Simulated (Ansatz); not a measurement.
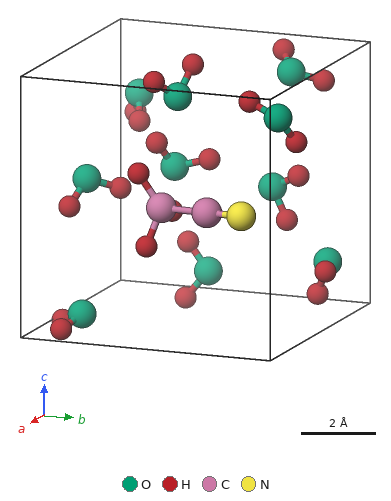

Starting frame of a dynamics run of a periodic cell with 10 H2O + 1 CH3CN at 0.949 g/cm³. It starts from the last geometry of an earlier run, with fresh velocities. A ball-and-stick model of the simulation cell, seen slightly off an axis.

All numbers below come from Ansatz, DFT PBE-D3(BJ), scalar-relativistic, plane waves, PAW.

The input:
```yaml
crystal:
  lattice:
    - [7.287362, 0.0, 0.0]
    - [0.0, 7.287362, 0.0]
    - [0.0, 0.0, 7.287362]
  atoms:
    - { symbol: O, position: [0.0546429, 0.09400099, 0.73380636] }
    - { symbol: H, position: [0.15113887, 0.13304709, 0.65216174] }
    - { symbol: H, position: [-0.04139408, 0.04071311, 0.63658715] }
    - { symbol: O, position: [0.71686673, 0.12967164, 0.03734957] }
    - { symbol: H, position: [0.83341331, 0.09211981, 0.00155995] }
    - { symbol: H, position: [0.6429304, 0.02158386, -0.01091193] }
    - { symbol: O, position: [0.54376831, 0.07958108, 0.51331451] }
    - { symbol: H, position: [0.45443267, 0.17868713, 0.46658623] }
    - { symbol: H, position: [0.63980831, 0.04770899, 0.4249265] }
    - { symbol: O, position: [0.54744383, 0.44547943, 0.85975981] }
    - { symbol: H, position: [0.63142389, 0.38315684, 0.9290704] }
    - { symbol: H, position: [0.44925851, 0.46704198, 0.96278501] }
    - { symbol: O, position: [0.58471431, 0.86270011, 0.82299279] }
    - { symbol: H, position: [0.50227377, 0.90291711, 0.71604676] }
    - { symbol: H, position: [0.56272505, 0.73945303, 0.86959957] }
    - { symbol: O, position: [0.31336536, 0.33966448, 0.53153491] }
    - { symbol: H, position: [0.38430143, 0.29583286, 0.63410889] }
    - { symbol: H, position: [0.31110281, 0.4777987, 0.57083621] }
    - { symbol: O, position: [0.17631375, 0.41981632, 0.10825718] }
    - { symbol: H, position: [0.18027401, 0.3300839, -0.00013978] }
    - { symbol: H, position: [0.17233341, 0.33715261, 0.21240823] }
    - { symbol: O, position: [0.21628386, 0.69316405, 0.46332013] }
    - { symbol: H, position: [0.22569841, 0.75428566, 0.34413711] }
    - { symbol: H, position: [0.23528804, 0.80471401, 0.51968509] }
    - { symbol: O, position: [0.29557913, -0.05358481, 0.2167064] }
    - { symbol: H, position: [0.42541737, -0.01129235, 0.21149155] }
    - { symbol: H, position: [0.27396059, -0.10283482, 0.08480525] }
    - { symbol: O, position: [0.18965543, 0.75732612, 0.90258553] }
    - { symbol: H, position: [0.13353886, 0.8656574, 0.86669318] }
    - { symbol: H, position: [0.08505542, 0.68519187, 0.95895194] }
    - { symbol: C, position: [0.75484202, 0.46294235, 0.4816363] }
    - { symbol: C, position: [0.79317571, 0.66028123, 0.48823235] }
    - { symbol: "N", position: [0.84055692, 0.81725474, 0.4991429] }
    - { symbol: H, position: [0.76953417, 0.3769882, 0.60898188] }
    - { symbol: H, position: [0.60242195, 0.44459266, 0.43490269] }
    - { symbol: H, position: [0.80295297, 0.42222836, 0.34057919] }
basis:
  ecutwfc: 420.0
kpoints:
  mp_grid: { grid: [1, 1, 1] }
hamiltonian:
  xc: pbe
  dispersion: d3bj
scf:
  occupations: { method: fermi_dirac, width: 0.05 }
  lower_state_search: "off"
md:
  timestep: 0.5
  n_steps: 340
  ensemble: nvt_nose_hoover
  temperature: 700.0
  initial_velocities: maxwell_boltzmann
  seed: 262143
  nose_hoover: { tau: 200.0, chain_length: 5 }
```

Run as
```bash
ansatz run input.yaml --threads 1 --pin off --max-ram 3072MiB --backend cpu --events-out ev --progress --plain --runs-dir out
```

Question: What does the trajectory do?

Answer: The mean temperature in the second half is 713 K (standard deviation 64 K). The potential energy in the second half lies on average 1.8 meV per atom below the first frame. Root-mean-square distances from the starting positions over the second half, with the common drift of all atoms taken out: H 1.13 Å, N 0.81 Å, O 0.76 Å, C 0.43 Å. The heavy atoms stay within a fraction of a molecule's size of their starting places; so short a run doesn't tell a liquid from a solid. The conserved quantity stays between −0.34 and 0.37 meV per atom of its start. A straight-line fit has a slope that amounts to +0.042 meV per atom over 170 fs (under 0.1 % of the mean kinetic energy), and the ripple about it is 1.6 % of the kinetic energy's fluctuation. With a drift under 2 % and a ripple under 7 %, the integration is accurate.

Along the run (each row but the first and the last is the mean over the interval that it begins):

```
time (fs)  potential energy (meV/atom)  T (K)
      0.0                          0.0    700
     28.0                         -1.6    711
     56.0                          4.3    664
     84.0                          2.6    677
    112.0                         -5.1    740
    140.0                         -3.2    725
    168.0                          5.4    655
```

The paths of the atoms:

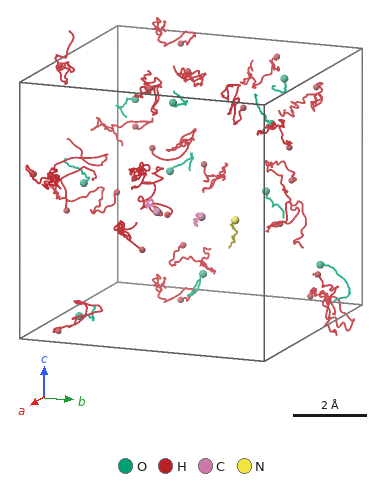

Limits of the set-up: the periodic images lie only 7.3 Å apart, so the values are limited by the cell's size.

Cost: 13 min on 1 thread of Arm Neoverse V1, with other jobs on the host, peak memory 0.43 GiB.
